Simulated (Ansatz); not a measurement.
C2H6FGaO

Input

```
crystal:
  periodic: [false, false, false]
  atoms:
    - { symbol: C, position_ang: [0.32784, -0.29749, 1.28239] }
    - { symbol: C, position_ang: [-0.91967, 0.25595, 0.60639] }
    - { symbol: O, position_ang: [-0.75416, 0.36488, -0.79394] }
    - { symbol: Ga, position_ang: [0.42456, 0.11723, -2.02793] }
    - { symbol: F, position_ang: [2.07135, -0.41274, -1.77925] }
    - { symbol: H, position_ang: [0.17843, -0.37764, 2.35654] }
    - { symbol: H, position_ang: [1.17388, 0.36226, 1.07988] }
    - { symbol: H, position_ang: [0.55474, -1.28321, 0.87117] }
    - { symbol: H, position_ang: [-1.15319, 1.25229, 1.00047] }
    - { symbol: H, position_ang: [-1.77581, -0.40406, 0.79271] }
    - { symbol: H, position_ang: [-0.12797, 0.42253, -3.38844] }
basis:
  gaussian: { orbitals: def2-SVP }
hamiltonian:
  xc: pbe
  dispersion: d4
relax:
  f_tol: 0.02
  max_steps: 50
output:
  orbitals: {}
```

Launched as:

```sh
ansatz run input.yaml --threads 2 --pin off --max-ram 3072MiB --backend cpu --events-out ev --progress --plain --runs-dir out
```

The fields are those of the relaxed geometry.

Level of theory: Ansatz, RKS PBE-D4/def2-SVP.

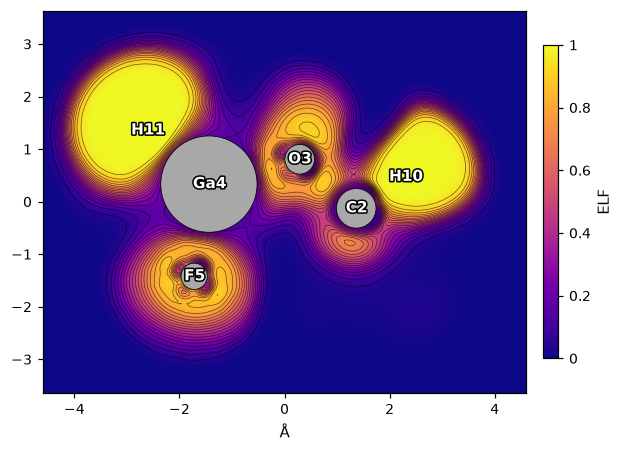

Figure 1. ELF on the plane of atoms O3, Ga4 and H11. Grey discs cover the atomic cores.

**Read the bonding off the picture.**

Atoms in the plane: C, O, Ga, F and H.
C–O (1.43 Å): the ELF peaks at about 0.90 between the atoms: a shared but strongly polarised pair.
Ga–F (1.78 Å): the ELF peaks at about 0.80 in the valence shell of F, 0.5 Å from its nucleus, and is about 0.20 at the midpoint.
Ga–O (1.79 Å): the ELF peaks at about 0.85 in the valence shell of O, 0.6 Å from its nucleus, and is about 0.25 at the midpoint.
C–H (1.11 Å): the ELF climbs to about 1 towards the hydrogen, as it does in any bond to H (an ordinary covalent bond to hydrogen).
Ga–H (1.55 Å): the ELF climbs to about 1 towards the hydrogen.
The ELF also peaks beside F5 and O3, away from the bonds: lone-pair regions.

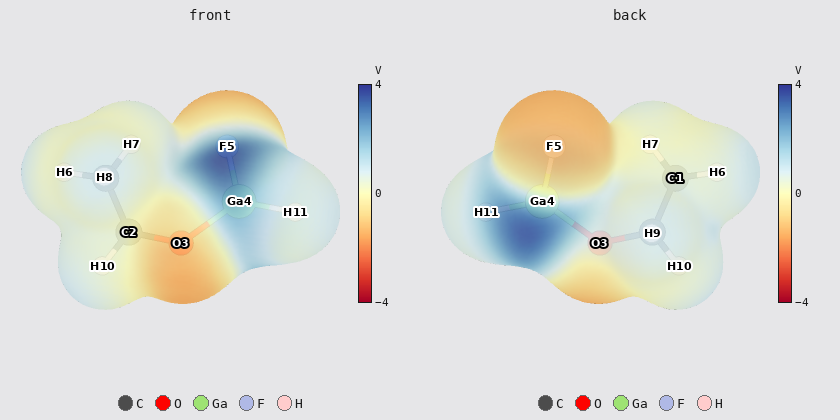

Figure 2. The molecular electrostatic potential painted on the density surface at 0.004 e/bohr³, seen from the front and from behind; red is negative and blue positive.

**Describe the electrostatic potential map.**

The most negative region (about −1.5 V, or −35 kcal/mol for a unit charge) lies over O3, the most positive (about +3.5 V, or +81 kcal/mol for a unit charge) over Ga4. O3 is the likeliest acceptor of a hydrogen bond.

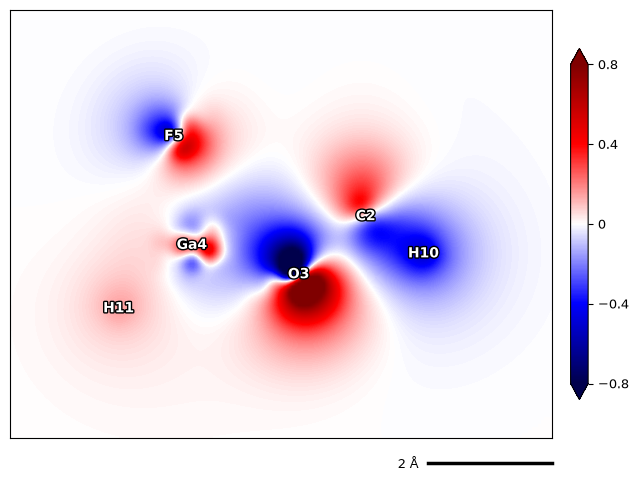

Figure 3. The HOMO−1 on the plane of atoms C2, O3 and Ga4 (values in Å⁻³ᐟ²; the overall sign is arbitrary).

**Describe this orbital and give its energy.**

Its weight (Hirshfeld) is mainly on O3 (about 50 %), C2 (about 15 %), H10 (about 10 %), Ga4 (about 5 %), F5 (about 5 %) and C1 (about 5 %). Its energy is −6.75 eV.
